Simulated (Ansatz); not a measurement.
System CoO (space group Fm-3m, No. 225); source of the atomic positions: the geometry relaxed with DFT PBE+D3(BJ), scalar-relativistic, plane waves, PAW (Ansatz 0.2.0).

```
CELL_PARAMETERS angstrom
4.25470 0.00000 0.00000
0.00000 4.25470 0.00000
0.00000 0.00000 4.25470
ATOMIC_POSITIONS crystal
Co 0.00000 0.00000 0.00000
O 0.50000 0.00000 0.00000
Co 0.00000 0.50000 0.50000
O 0.50000 0.50000 0.50000
Co 0.50000 0.00000 0.50000
O 0.00000 0.00000 0.50000
Co 0.50000 0.50000 0.00000
O 0.00000 0.50000 0.00000
```

Bonds are taken as Co–O below 2.4 Å. The graph is simplified in the usual way: terminal and isolated atoms are pruned, two-connected atoms become edges.

What net does this leave?

The result is a uninodal 6-connected, three-periodic net: Co and O are 6-connected nodes. It is the pcu net, known from NaCl, ReO3 and the B-X framework of perovskite. It is a single net, without interpenetration.

| node | links | point symbol | coordination sequence |
| --- | --- | --- | --- |
| Co and O | 6 | 4^12.6^3 | 6 18 38 66 102 146 198 258 |

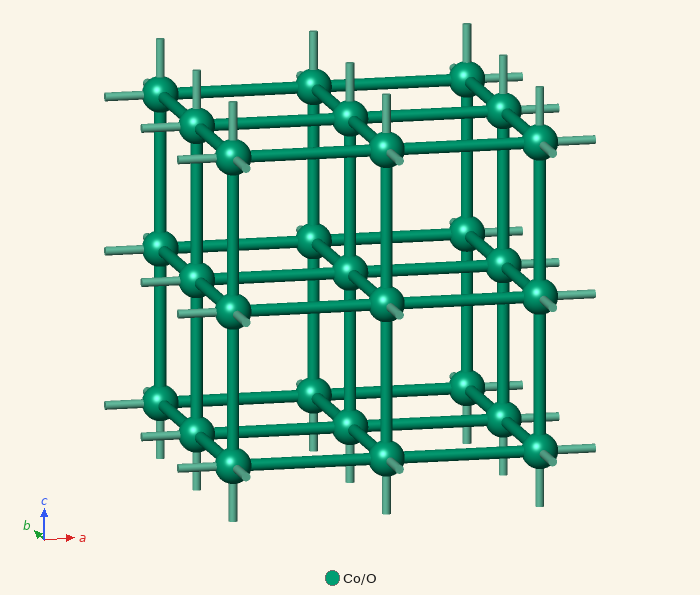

Nodes are coloured by topological kind. Short stubs are edges that leave the cut-out.
